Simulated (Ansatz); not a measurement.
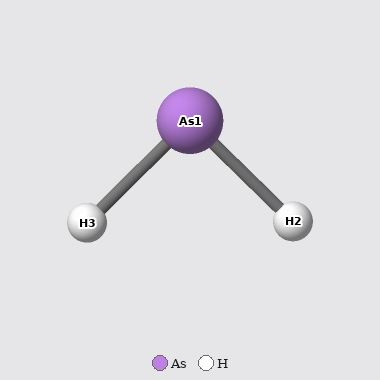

The system is AsH₂, SMILES [AsH2], spin multiplicity 2; the picture shows the reference structure. The first coordinate is: angle H2–As1–H3 (carried through 180); the second: change of the bonds As1–H2, As1–H3, all alike. Nothing is relaxed (all other coordinates rigid). The grid has 15 × 15 points; 120 points were computed and 105 follow by symmetry. Points are written as (first, second). Energies are in eV, from the lowest grid point. In part of the range the unrestricted reference is strongly spin-contaminated. These are results of UKS PBE0-D4/def2-TZVP in Ansatz 0.2.0, not measurements.

Its coordinates:

```xyz
3

As   -0.5698    0.3117   -0.2870
H     0.6813    0.7675    0.4592
H    -0.1225   -1.1442   -0.1855
```

The input of one point:

```yaml
crystal:
  periodic: [false, false, false]
  atoms:
    - { symbol: As, position_ang: [-0.569773, 0.311707, -0.286994] }
    - { symbol: H, position_ang: [-1.051166, 1.771048, -0.407182] }
    - { symbol: H, position_ang: [-1.843789, -0.113997, -1.042985] }
magnetization:
  spin_polarized: true
  initial_magnetization: 1
basis:
  gaussian: { orbitals: def2-TZVP }
hamiltonian:
  xc: pbe0
  dispersion: d4
output:
  forces: true
```

Range: angle H2–As1–H3 (carried through 180) from 72.7 to 287.3°; change of the bonds As1–H2, As1–H3, all alike from −0.168 to 0.259 Å.

> What will the energy surface look like?

The lowest grid point is at (88.0°, 0.015 Å); the map holds 2 wells of about this depth. It is the only kind of minimum in the scanned range. The highest grid point, (180.0°, 0.107 Å), lies 3.50 eV above the lowest.

```csv
"second ↓, first →",72.7,88.0,103.4,118.7,134.0,149.3,164.7,180.0,195.3,210.7,226.0,241.3,256.6,272.0,287.3
0.259,0.96,0.81,0.91,1.25,1.81,2.55,3.17,3.41,3.17,2.55,1.81,1.25,0.91,0.81,0.96
0.229,0.81,0.66,0.76,1.11,1.68,2.44,3.12,3.40,3.12,2.44,1.68,1.11,0.76,0.66,0.81
0.198,0.67,0.51,0.62,0.97,1.55,2.34,3.08,3.40,3.08,2.34,1.55,0.97,0.62,0.51,0.67
0.168,0.55,0.38,0.49,0.85,1.44,2.25,3.04,3.42,3.04,2.25,1.44,0.85,0.49,0.38,0.55
0.137,0.44,0.26,0.37,0.74,1.34,2.16,3.00,3.45,3.00,2.16,1.34,0.74,0.37,0.26,0.44
0.107,0.35,0.17,0.27,0.64,1.26,2.08,2.97,3.50,2.97,2.08,1.26,0.64,0.27,0.17,0.35
0.076,0.28,0.09,0.19,0.57,1.19,2.02,2.93,3.47,2.93,2.02,1.19,0.57,0.19,0.09,0.28
0.046,0.23,0.03,0.13,0.51,1.14,1.98,2.90,3.41,2.90,1.98,1.14,0.51,0.13,0.03,0.23
0.015,0.21,0.00,0.10,0.48,1.11,1.95,2.87,3.35,2.87,1.95,1.11,0.48,0.10,0.00,0.21
−0.015,0.22,0.00,0.10,0.48,1.11,1.95,2.84,3.30,2.84,1.95,1.11,0.48,0.10,0.00,0.22
−0.046,0.27,0.04,0.13,0.51,1.14,1.97,2.83,3.26,2.83,1.97,1.14,0.51,0.13,0.04,0.27
−0.076,0.36,0.11,0.20,0.58,1.21,2.03,2.86,3.25,2.86,2.03,1.21,0.58,0.20,0.11,0.36
−0.107,0.50,0.24,0.32,0.69,1.32,2.12,2.92,3.28,2.92,2.12,1.32,0.69,0.32,0.24,0.50
−0.137,0.69,0.42,0.49,0.86,1.48,2.26,3.02,3.36,3.02,2.26,1.48,0.86,0.49,0.42,0.69
−0.168,0.94,0.66,0.72,1.08,1.69,2.46,3.18,3.50,3.18,2.46,1.69,1.08,0.72,0.66,0.94
```

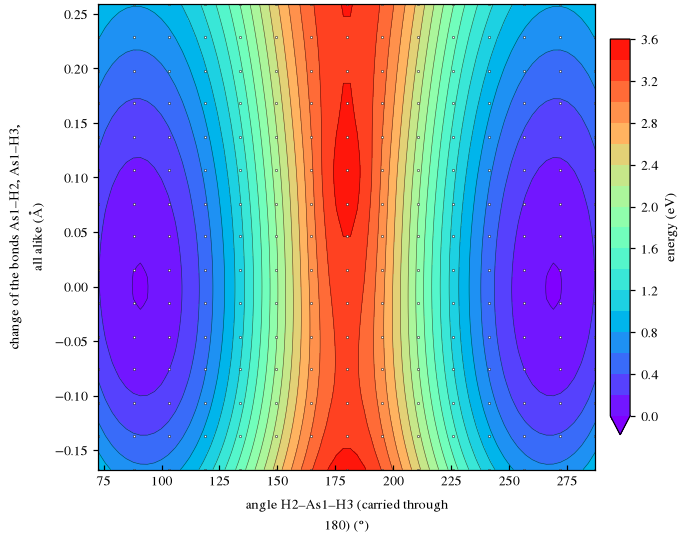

The picture shows filled contours, dots at the grid points. Between grid points the surface is interpolated.

Each point was launched as `ansatz run input.yaml --threads 1 --pin off --max-ram 2560MiB --backend cpu --events-out ev --progress --plain --runs-dir out`. Time for the 120 points that were run: 4.5 min on 1 thread of Arm Neoverse V2, on a shared host.
